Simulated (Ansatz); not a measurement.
C₃H₅AlF₂

The calculation's input:

```
crystal:
  periodic: [false, false, false]
  atoms:
    - {symbol: C, position_ang: [-0.969246, -0.348222, -1.085202]}
    - {symbol: C, position_ang: [-0.205869, -0.909690, -0.132970]}
    - {symbol: C, position_ang: [0.048708, -0.323610, 1.214936]}
    - {symbol: Al, position_ang: [0.954866, 1.067167, 0.216496]}
    - {symbol: F, position_ang: [2.486820, 0.878492, -0.351771]}
    - {symbol: F, position_ang: [0.216973, 2.515864, -0.041310]}
    - {symbol: H, position_ang: [-1.020866, -0.770115, -2.080428]}
    - {symbol: H, position_ang: [-1.593673, 0.518681, -0.882668]}
    - {symbol: H, position_ang: [0.396386, -1.773090, -0.409499]}
    - {symbol: H, position_ang: [0.601829, -0.978784, 1.879834]}
    - {symbol: H, position_ang: [-0.850428, 0.066208, 1.693283]}
basis:
  gaussian: {orbitals: def2-TZVPP}
hamiltonian: {xc: pbe0, dispersion: d4}
output: {orbitals: {seedname: orbitals}}
```

Command:

```sh
ansatz run in.yaml --threads 4 --pin off --events-out ev --progress --plain --max-ram 10444MiB
```

Geometry: PBE0-D4/def2-TZVP.

The calculation used RKS PBE0-D4/def2-TZVPP (Ansatz).

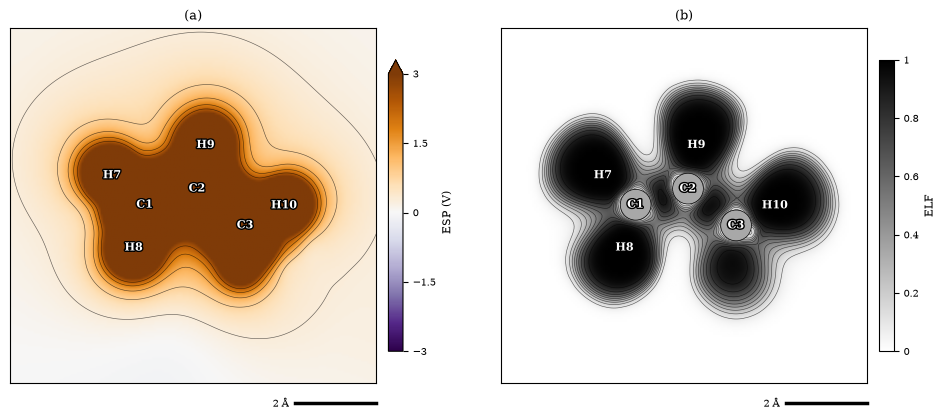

Figure 1. (a) molecular electrostatic potential; (b) electron localisation function on the plane of atoms H7, C1 and H8. Grey discs cover the atomic cores in the ELF map.

**Describe what can be read from this map.**

Atoms in the plane: C and H. C–C (1.34 Å): the ELF peaks at about 0.95 between the atoms: a short, multiple covalent bond. C–H (1.08 Å): the ELF climbs to about 1 towards the hydrogen, as it does in any bond to H (a covalent bond by its length). C–C (1.49 Å): the ELF peaks at about 0.95 between the atoms, as expected for localised, covalent bonding. The potential has no marked negative region in this plane.

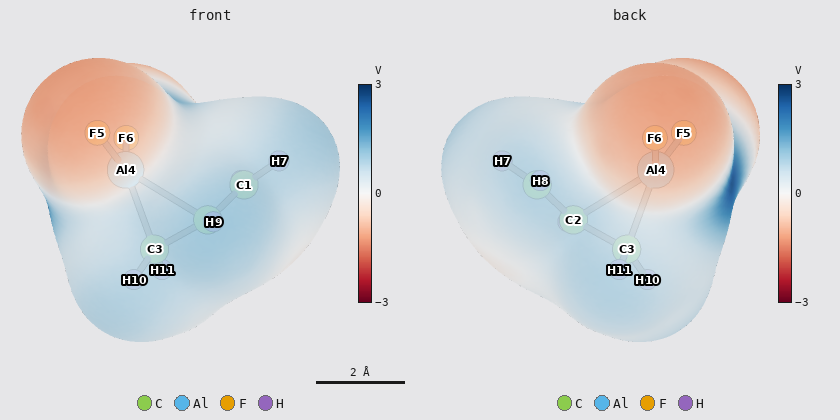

Figure 2. The electrostatic potential painted on the density surface at 0.001 e/bohr³, seen from the front and from behind; the colour scale runs from red (negative) to blue (positive).

**Which sites attract a positive test charge, and which a negative one?**

A positive charge is drawn to the negative regions and a negative charge to the positive ones. The most negative region (about −1.2 V, or −28 kcal/mol for a unit charge) lies over F5 and F6, the most positive (about +2.4 V, or +55 kcal/mol for a unit charge) over Al4.

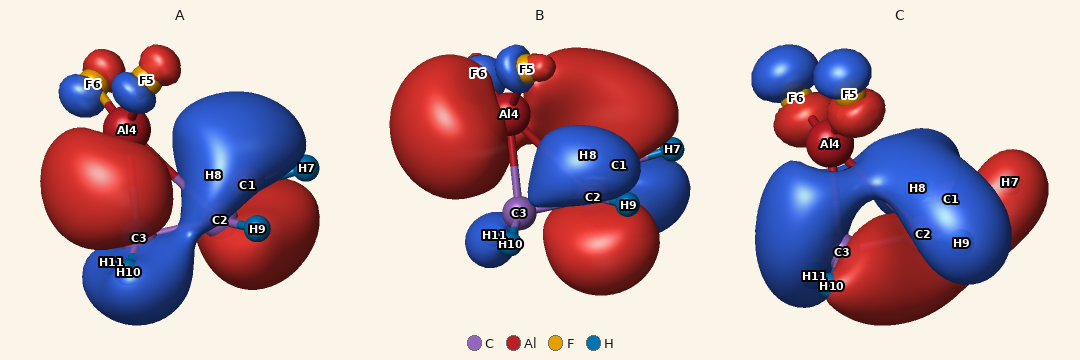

Figure 3. Three frontier orbitals at ±0.08 Å⁻³ᐟ² (blue and red are the two phases), in no order.

**Which picture is the HOMO−1, the HOMO and the LUMO?**

C is the HOMO−1 (−9.94 eV). Its weight (Hirshfeld) is mainly on C2 (about 25 %), C3 (about 20 %), C1 (about 15 %), H9 (about 10 %) and Al4 (about 5 %). A is the HOMO (−7.39 eV). It lies mainly on C1 (about 30 %), C3 (about 25 %), C2 (about 15 %) and Al4 (about 15 %). B is the LUMO (−1.02 eV). By Hirshfeld shares it lies mainly on Al4 (about 25 %), C2 (about 25 %), C1 (about 25 %) and C3 (about 5 %).

**What is the HOMO–LUMO gap?**

6.37 eV between the orbital energies.
